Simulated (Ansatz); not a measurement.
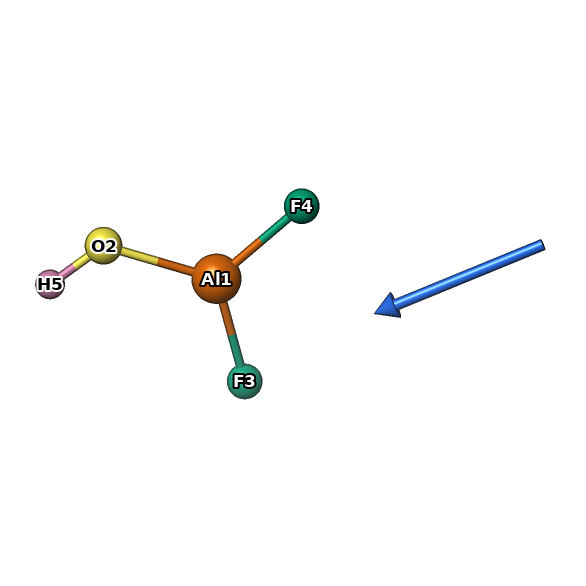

The arrow beside the molecule shows the direction of the dipole moment, from the negative to the positive end (its length means nothing). The geometry was computed by an optimisation with PBE0-D4/def2-TZVP. Method: RKS PBE0-D4/def2-TZVP (Ansatz 0.2.0).

Estimate the dipole moment.

1.99 D; it points from the side of F4 to the side of H5 (the outermost atoms at the two ends).
